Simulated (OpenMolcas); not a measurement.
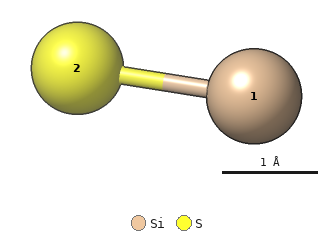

Figure 1. The structure as given in the input (ball-and-stick view, seen at a tilt; atoms are numbered from 1 in the order of the input). Bond lengths as drawn: S–Si 1.93 Å.

# Run report: SiS, single-point calculation

- system: SiS (silylene, thioxo-), SMILES [Si-]#[S+]
- method: HF/6-311G**, RHF (OpenMolcas 26.06)

### The input
```
* SSi Hartree-Fock
>>> EXPORT MOLCAS_PRINT=2
&GATEWAY
BasLib = $CurrDir
Coord
2
angstrom
Si       0.000000       0.000000       0.000000
S        0.000000       0.000000       1.929321
Basis = 6-311Gss
Group = NoSym
&SEWARD
&SCF
PrOrbitals = 0
```

Command:
```bash
export MOLCAS_MEM=1860
pymolcas job.input > job.log
```

### The program's output
```
--- Start Module: gateway ---

                                              &GATEWAY

                       available to each process: 1.9 GB of memory, 1 thread

 Basis Set     1 Label: SI.6-311GSS
 Basis set is read from library:.
 basistype.tbl is not found

 Basis Set     2 Label: S.6-311GSS
 Basis set is read from library:.
 basistype.tbl is not found

++    Symmetry information:
      ---------------------

                    Character Table for C1

                             E
                    a        1  x, y, xy, Rz, z, xz, Ry, yz, Rx, I
--

++    Basis set information:
      ----------------------

      Basis set label: SI.6-311GSS.........

      Electronic valence basis set:
      ------------------
      Associated Effective Charge  14.000000 au
      Associated Actual Charge     14.000000 au
      Nuclear Model: Point charge

      Shell  nPrim  nBasis  Cartesian Spherical Contaminant
         s      12       6        X
         p       9       5        X
         d       1       1                 X

      Basis set label: S.6-311GSS.........

      Electronic valence basis set:
      ------------------
      Associated Effective Charge  16.000000 au
      Associated Actual Charge     16.000000 au
      Nuclear Model: Point charge

      Shell  nPrim  nBasis  Cartesian Spherical Contaminant
         s      12       6        X
         p       9       5        X
         d       1       1                 X
--

++    Molecular structure info:
      -------------------------

                    ************************************************
                    **** Cartesian Coordinates / bohr, angstrom ****
                    ************************************************

     Center  Label                x              y              z                     x              y              z
        1      SI1              0.000000       0.000000       0.000000              0.000000       0.000000       0.000000
        2      S2               0.000000       0.000000       3.645888              0.000000       0.000000       1.929321
--

            Nuclear Potential Energy             61.43907373 au

--- Stop Module: gateway /rc=_RC_ALL_IS_WELL_ ---

--- Start Module: seward ---

                                              &SEWARD

                       available to each process: 1.9 GB of memory, 1 thread

               SEWARD will generate:
                  Multipole Moment integrals up to order  2
                  Kinetic Energy integrals
                  Nuclear Attraction integrals (point charge)
                  One-Electron Hamiltonian integrals
                  Velocity integrals
                  Orbital angular momentum around (  0.0000   0.0000   1.9444 )
                  Velocity quadrupole around (  0.0000   0.0000   1.9444 )
                  Two-Electron Repulsion integrals

                   Integrals are discarded if absolute value <: 1.00E-14
                   Integral cutoff threshold is set to       <: 1.00E-16

            Nuclear Potential Energy             61.43907373 au

      Basis set specifications :
      Symmetry species         a
      Basis functions           52

--- Stop Module: seward /rc=_RC_ALL_IS_WELL_ ---

--- Start Module: scf ---

                                                &SCF

                       available to each process: 1.9 GB of memory, 1 thread

++    Input section:
      --------------

      Header of the integral files:

      Cartesian coordinates in angstrom:
      -----------------------------------------------------
      No.  Label        X            Y            Z
      -----------------------------------------------------
       1   SI1        0.00000000   0.00000000   0.00000000
       2   S2         0.00000000   0.00000000   1.92932100
      -----------------------------------------------------
      Nuclear repulsion energy =   61.43907373
--

++    Orbital specifications:
      -----------------------

      Symmetry species               1
                                     a
      Frozen orbitals                0
      Occupied orbitals             15
      Secondary orbitals            37
      Deleted orbitals               0
      Total number of orbitals      52
      Number of basis functions     52
--

      Molecular charge                           0.000

++    Optimization specifications:
      ----------------------------

      SCF Algorithm: Conventional
      Minimized density differences are used
      Number of density matrices in core                 5
      Maximum number of NDDO SCF iterations            400
      Maximum number of HF SCF iterations              400
      Threshold for SCF energy change             1.00E-09
      Threshold for density matrix                1.00E-04
      Threshold for Fock matrix                   1.50E-04
      Threshold for linear dependence             1.00E-09
      Threshold at which DIIS is turned on        1.50E-01
      Maximum depth in the DIIS procedure                5
      Maximum depth in the BFGS Hessian update          30
      Threshold at which QNR/C2DIIS is turned on  7.50E-02
      Threshold for Norm(delta) (QNR/C2DIIS)      1.00E-03
      All orbitals punched on: SCFORB
--

      Input vectors read from INPORB
      Orbital file label: *Guess orbitals

++ Convergence information
                                   SCF        iterations: Energy and convergence statistics

Iter     Tot. SCF        One-elec.       Two-elec.     Energy      Max Dij or  Max Fij      DNorm      TNorm      AccCon     Time
         Energy          Energy          Energy        Change      Delta Norm                                                in Sec.
   1  -686.329738961 -1072.047052898   324.278240210   0.00E+00    1.51E-01*   1.50E+00*    6.69E+00   1.71E+02   None         0.
   2  -686.470866531 -1073.537983963   325.628043705  -1.41E-01*   7.50E-02*   2.59E-02*    1.18E+00   1.71E+02   EDIIS        0.
   3  -686.478999614 -1073.135419036   325.217345695  -8.13E-03*   2.84E-02*   1.14E-02*    4.04E-01   1.71E+02   c2DIIS       0.
   4  -686.480725482 -1073.032154442   325.112355233  -1.73E-03*   1.69E-02*   3.97E-03*    1.03E-01   1.71E+02   QNRc2DIIS    0.
   5  -686.480882482 -1073.163635631   325.243679422  -1.57E-04*   5.42E-03*   3.27E-03*    3.11E-02   1.71E+02   QNRc2DIIS    0.
   6  -686.480969877 -1073.109051631   325.189008027  -8.74E-05*   2.70E-03*   7.97E-04*    4.19E-03   1.71E+02   QNRc2DIIS    0.
   7  -686.480976570 -1073.106229923   325.186179626  -6.69E-06*   5.74E-04    8.36E-05     1.43E-03   1.71E+02   QNRc2DIIS    0.
   8  -686.480976801 -1073.106212202   325.186161674  -2.31E-07*   5.12E-05    3.61E-05     4.36E-04   1.71E+02   QNRc2DIIS    0.
   9  -686.480976805 -1073.106931394   325.186880862  -4.36E-09*   1.24E-05    1.44E-05     1.23E-04   1.71E+02   QNRc2DIIS    0.
  10  -686.480976806 -1073.106679066   325.186628534  -3.98E-10    2.73E-06    1.32E-06     2.08E-05   1.71E+02   QNRc2DIIS    0.

       Convergence after  10 Iterations
--

 *****************************************************************************************************************************
 *                                             SCF/KS-DFT Program, Final results                                             *
 *                                                       Final Results                                                       *
 *****************************************************************************************************************************

::    Total SCF energy                               -686.4809768059
      One-electron energy                           -1073.1066790663
      Two-electron energy                             325.1866285335
      Nuclear repulsion energy                         61.4390737269
      Kinetic energy (interpolated)                   686.4728942920
      Virial theorem                                    1.0000117740
      Total spin, S(S+1)                                0.0000000000
      Total spin, S                                     0.0000000000
      Max non-diagonal density matrix element           0.0000019026
      Max non-diagonal Fock matrix element              0.0000002392

      No orbitals printed

++    Molecular charges:
      ------------------

      Mulliken charges per centre
      ---------------------------

                SI1     S2
      Total   13.5333 16.4667

      N-E      0.4667 -0.4667

      Total electronic charge=   30.000000

      Total            charge=   -0.000000
--

++    Molecular properties:
      ---------------------

      Charge (e):
                      =   -0.0000
      Dipole Moment (debye):
      Origin of the operator (angstrom)=    0.0000    0.0000    1.0289
                   X= -3.6517E-15               Y=  1.1333E-15               Z= -2.6741E+00           Total=  2.6741E+00
      Quadrupole Moment (debye*angstrom):
      Origin of the operator (angstrom)=    0.0000    0.0000    1.0289
                  XX= -2.5708E+01              XY=  6.6257E-15              XZ=  7.4353E-15              YY= -2.5708E+01
                  YZ= -5.9990E-15              ZZ= -2.8121E+01
      In traceless form (debye*angstrom)
                  XX=  1.2070E+00              XY=  9.9386E-15              XZ=  1.1153E-14              YY=  1.2070E+00
                  YZ= -8.9985E-15              ZZ= -2.4139E+00
--

--- Stop Module: scf /rc=_RC_ALL_IS_WELL_ ---

.##################.
.# Happy landing! #.
.##################.

    Timing: Wall=1.57 User=1.22 System=0.34
```

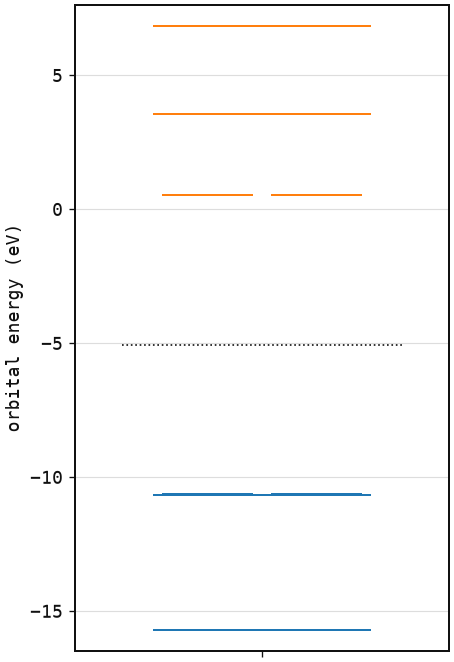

Figure 2. Orbital energies near the frontier; the dotted line parts filled from empty levels, and levels within 0.02 eV of each other stand side by side. Highest filled −10.63 eV, lowest empty 0.50 eV, 11.13 eV apart.

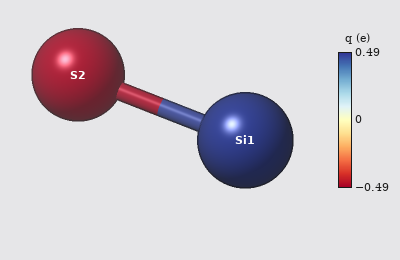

Figure 3. Mulliken charges, as the colour of each atom (ball-and-stick view, seen at an oblique angle; atoms are numbered from 1 in the order of the input). By element: Si +0.47 and S −0.47 e.

### Key numbers

- outcome: converged
- total energy: −686.480977 hartree
- basis functions: 52
- HOMO: −10.63 eV
- LUMO: 0.50 eV
- dipole moment: 2.67 debye
- hardware: 1 thread of Arm Neoverse V1, 24 GiB of memory available, shared host
- wall time: 1.8 s
- peak memory: 0.38 GiB
